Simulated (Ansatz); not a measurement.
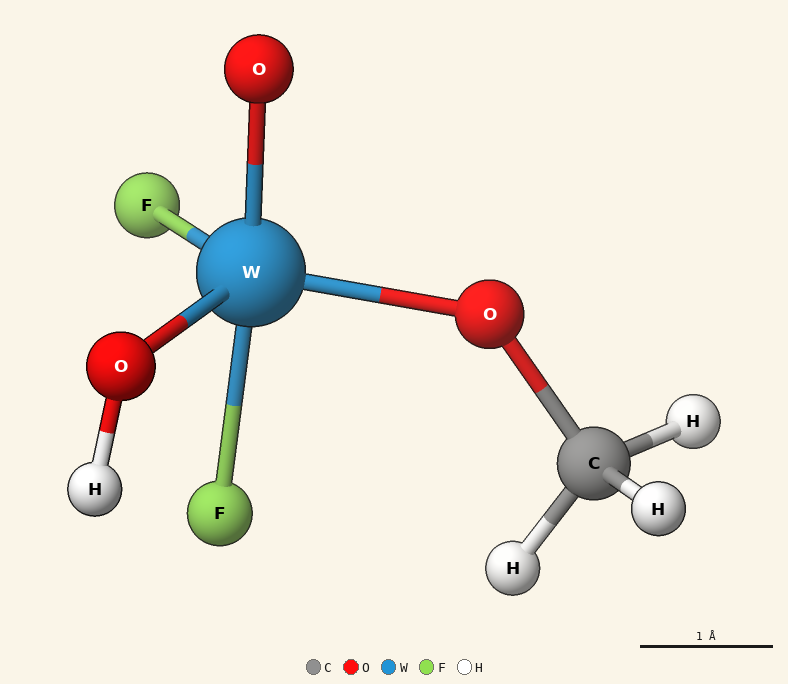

A ball-and-stick model of a molecule.

The species is neutral and a spin singlet.

Question: What is the molecular formula?

Answer: CH₄F₂O₃W, 11 atoms: 1 carbon, 4 hydrogen, 2 fluorine, 3 oxygen and 1 tungsten.

Question: Give the symmetry (Schoenflies symbol).

Answer: C1.

Question: What is its SMILES?

Answer: C[O][W](=[O])([OH])([F])[F]

The parts below concern this one geometry. Atoms keep their numbers from picture to picture. The geometry was computed by an optimisation with PBE0-D4/def2-TZVP.

**Electronic properties**

Method: RKS r2SCAN-D4/def2-TZVPP, core potentials on W (Ansatz 0.2.0).

Question: Give the dipole moment at this level.

Answer: 3.29 D.

Question: Give the HOMO energy (Kohn–Sham orbital) at this level.

Answer: −8.28 eV.

Question: Estimate the dispersion correction.

Answer: −6.0 kJ/mol.

Question: What is the HOMO–LUMO gap?

Answer: 5.20 eV.

**Vibrations**

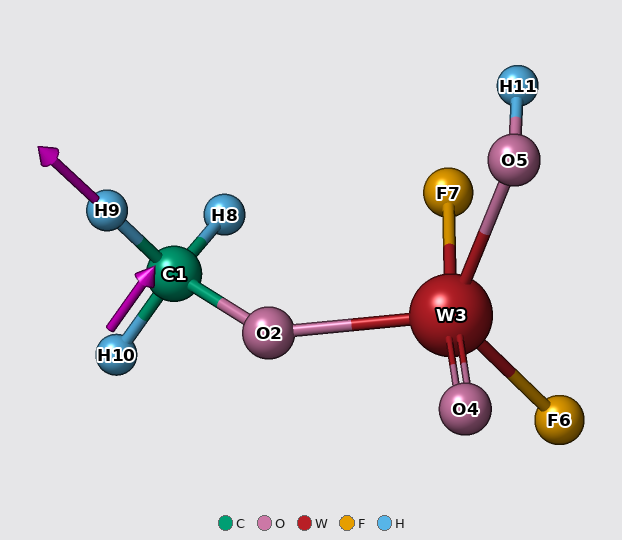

The arrows show one normal mode. Harmonic vibrations computed with RKS PBE0-D4/def2-TZVP, core potentials on W (Ansatz 0.2.0) at a stationary point of the same level.

Question: What kind of motion is it?

Answer: Mostly out-of-phase stretching of 2 C–H bonds.

Question: Estimate its harmonic wavenumber.

Answer: 3145 cm⁻¹; it is mode 25 of 27 counted from the lowest.

**Thermal motion**

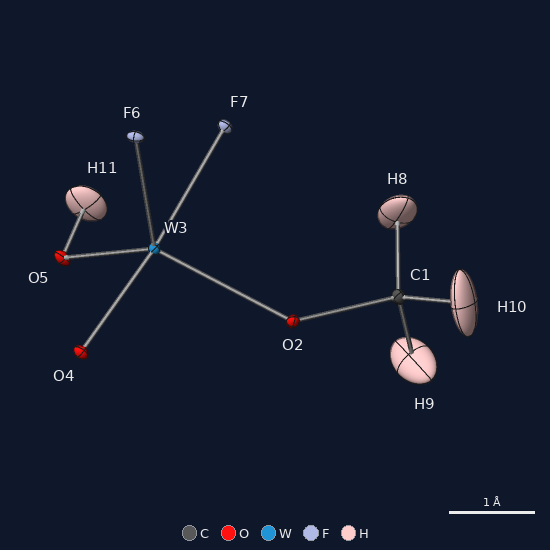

Displacement ellipsoids at the 50 % level, from the internal vibrations of the free molecule (harmonic, no overall translation or rotation; no half-axis is drawn under 0.075 Å). Vibrations computed with RKS PBE0-D4/def2-TZVP, core potentials on W (Ansatz 0.2.0). Temperature: 0 K (zero-point motion alone).

Give the displacement parameters, one line for each set of equivalent atoms.

```
atom  U_eq (Å²)   rms amplitudes (Å)
  C1     0.0035  0.042, 0.058, 0.074
  O2     0.0026  0.034, 0.046, 0.068
  W3    0.00010  0.010, 0.010, 0.010
  O4     0.0028  0.032, 0.058, 0.064
  O5     0.0032  0.037, 0.047, 0.078
  F6     0.0028  0.035, 0.047, 0.070
  F7     0.0028  0.039, 0.055, 0.063
  H8     0.0313  0.084, 0.138, 0.260
  H9     0.0351  0.090, 0.154, 0.271
 H10     0.0336  0.090, 0.147, 0.267
 H11     0.0200  0.077, 0.150, 0.177
```
